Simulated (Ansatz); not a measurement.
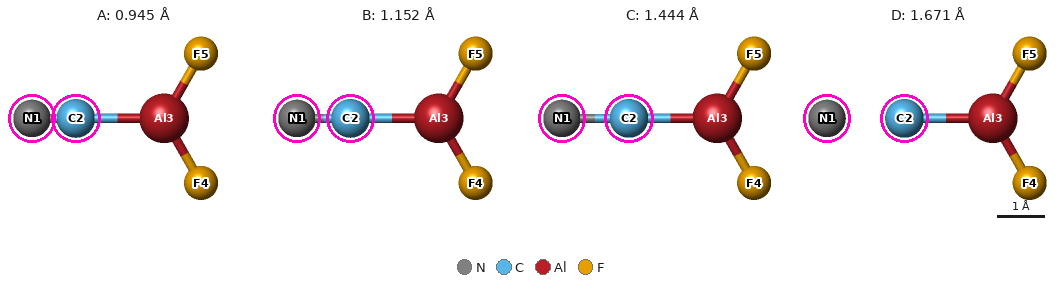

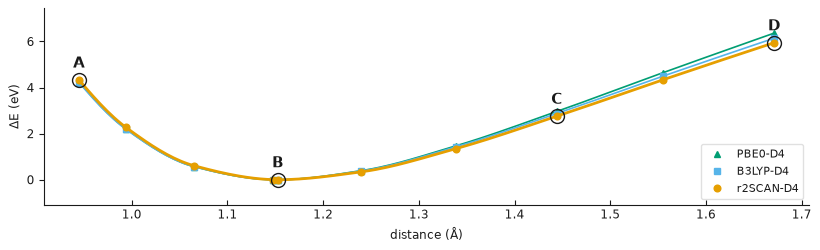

AlCNF₂: the N1–C2 distance is varied, with the rest of the molecule carried along rigidly. The lettered frames are marked on the plot, at the values of r2SCAN-D4. A ball-and-stick model, seen at a tilt. The ringed atoms are those of the scanned coordinate.

Single-point energies from Ansatz with r2SCAN-D4, B3LYP-D4, PBE0-D4 in the def2-TZVPP basis, on geometries moved rigidly from the minimum at PBE0-D4/def2-TZVP. Energies are counted from the PBE0-D4/def2-TZVP minimum geometry at the same level.

Q: Read off the main features of the energy profile.

A: With r2SCAN-D4: of the computed points the lowest is at the distance 1.152 Å, 0.00 eV. The curvature at the lowest point is about 120 eV/Å² (20 mdyn/Å). The well is steeper on the short side, as for any bond. At 1.671 Å the levels give r2SCAN-D4 5.94 eV, B3LYP-D4 6.14 eV, PBE0-D4 6.36 eV.
